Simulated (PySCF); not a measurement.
## Electronic structure of C$_{2}$H$_{10}$OS$_{2}$Si$_{2}$ (SMILES COCS[SiH2]S[SiH3]) in real space

```yaml
atoms:
  - { symbol: C, position_ang: [-2.5507, 0.5327, 0.9530] }
  - { symbol: O, position_ang: [-2.1926, -0.5829, 0.1656] }
  - { symbol: C, position_ang: [-1.7294, -0.2562, -1.0945] }
  - { symbol: S, position_ang: [-0.0051, 0.3624, -1.0560] }
  - { symbol: Si, position_ang: [0.6190, -1.0565, 0.4355] }
  - { symbol: S, position_ang: [2.7469, -1.2315, 0.4820] }
  - { symbol: Si, position_ang: [3.5732, 0.6039, -0.3015] }
  - { symbol: H, position_ang: [-2.8375, 0.1426, 1.9266] }
  - { symbol: H, position_ang: [-1.7090, 1.2236, 1.0648] }
  - { symbol: H, position_ang: [-3.3938, 1.0674, 0.5038] }
  - { symbol: H, position_ang: [-2.3294, 0.5190, -1.5822] }
  - { symbol: H, position_ang: [-1.7381, -1.1691, -1.6905] }
  - { symbol: H, position_ang: [0.1212, -2.3644, 0.0562] }
  - { symbol: H, position_ang: [0.1796, -0.5834, 1.7402] }
  - { symbol: H, position_ang: [3.0640, 0.7924, -1.6499] }
  - { symbol: H, position_ang: [4.9968, 0.3215, -0.2498] }
  - { symbol: H, position_ang: [3.1778, 1.6903, 0.5856] }
```

Geometry: GFN2-xTB.

Computed with PBE0/pcSseg-1, SCF density, gas phase, non-relativistic in PySCF 2.14.0.

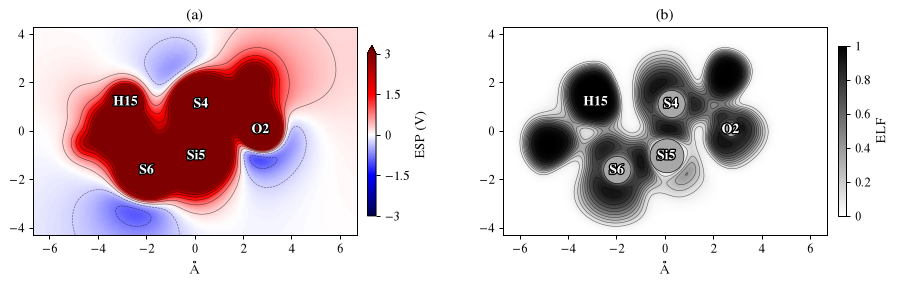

Figure 1. (a) electrostatic potential; (b) electron localisation function on the plane of atoms S4, Si5 and S6. Grey discs cover the atomic cores in the ELF map.

What does the map show?

Answer.
- Atoms in the plane: O, S, Si and H.
- Si–S (2.14 Å): the ELF peaks at about 0.90 between the atoms, as expected for a covalent bond.
- The ELF also peaks beside S6, O2 and S4, away from the bonds: lone-pair regions.
- Outside the dense part of the molecule the potential is most negative (−1.0 V) near O2.

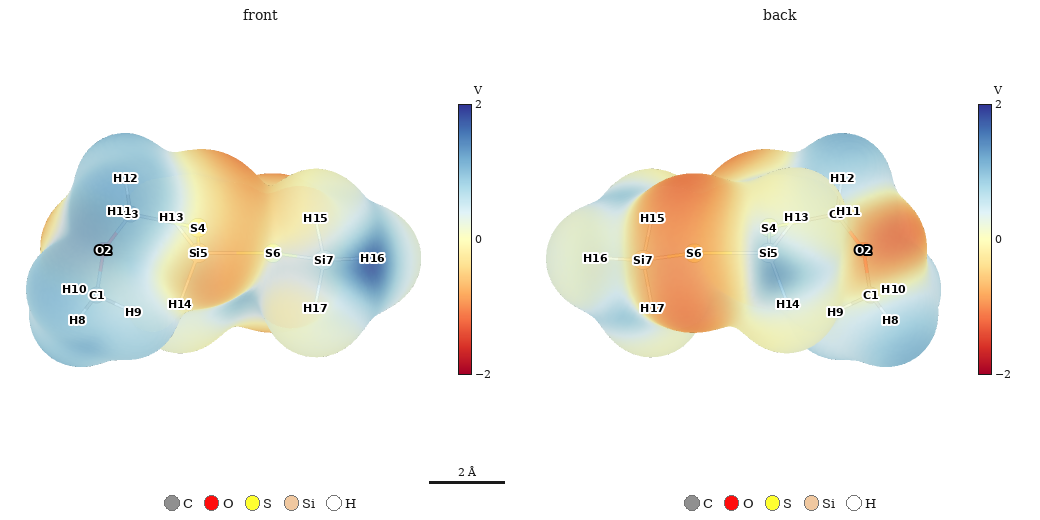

Figure 2. The molecular electrostatic potential painted on the density surface at 0.002 e/bohr³, seen from the front and from behind; red is negative and blue positive.

Where is the surface potential most negative and most positive?

Answer. The most negative region (about −1.1 V, or −25 kcal/mol for a unit charge) lies over O2 and S6, the most positive (about +1.5 V, or +35 kcal/mol for a unit charge) over Si7.

How polar is the molecule by this calculation?

Answer. Its dipole moment is 2.78 D.
